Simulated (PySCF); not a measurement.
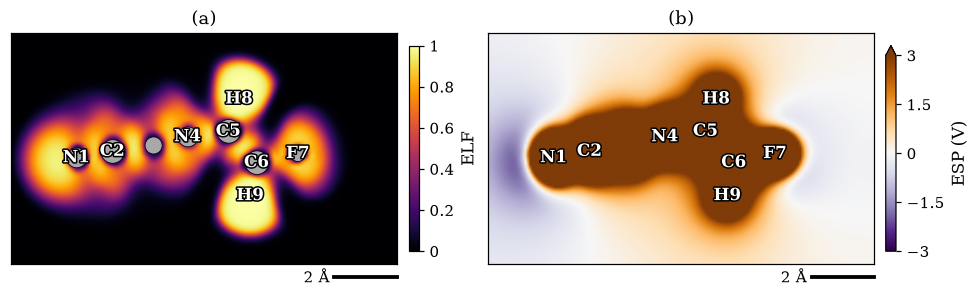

C4H2FN2 (SMILES N#C/[C]=N/C=C/F) (doublet). (a) ELF; (b) electrostatic potential on the plane of atoms C6, C5 and H8. Grey discs cover the atomic cores in the ELF map.

Geometry: GFN2-xTB.

Theory: UKS B3LYP, pcH-1 on C F H N, non-relativistic, mean-field spin-orbit, GIAO in PySCF 2.14.0, density-fitted response routines.

Input

```
{"job": {"kind": "epr", "basis": "pcH-1"}, "charge": 0, "multiplicity": 2}
N      3.897743     0.276628     0.662825
C      2.778541     0.161418     0.361556
C      1.498094     0.248724    -0.018810
N      0.437840    -0.285165    -0.239354
C     -0.839157    -0.231753    -0.589539
C     -1.842011     0.070543     0.256908
F     -3.113395    -0.048912    -0.148185
H     -1.061853    -0.591598    -1.586483
H     -1.742240     0.406107     1.275903
```

Command:

```sh
OMP_NUM_THREADS=1 python probes_run.py task.json out
```

Describe what can be read from this map.

Atoms in the plane: N, C, F and H. C–N (1.16 Å): the ELF peaks at about 0.90 between the atoms: a short, multiple covalent bond. C–C (1.35 Å): the ELF peaks at about 0.95 between the atoms (a covalent bond). C–F (1.34 Å): the ELF peaks at about 0.85 between the atoms (a shared but strongly polarised pair). C–H (1.08 Å): the ELF climbs to about 1 towards the hydrogen, as it does in any bond to H; an ordinary covalent bond to hydrogen. C–N (1.33 Å): the ELF peaks at about 0.95 between the atoms (a covalent bond). The ELF also peaks beside F7 and N1, away from the bonds: non-bonding electrons, paired or unpaired. Outside the dense part of the molecule the potential is most negative (−1.9 V) near N1.
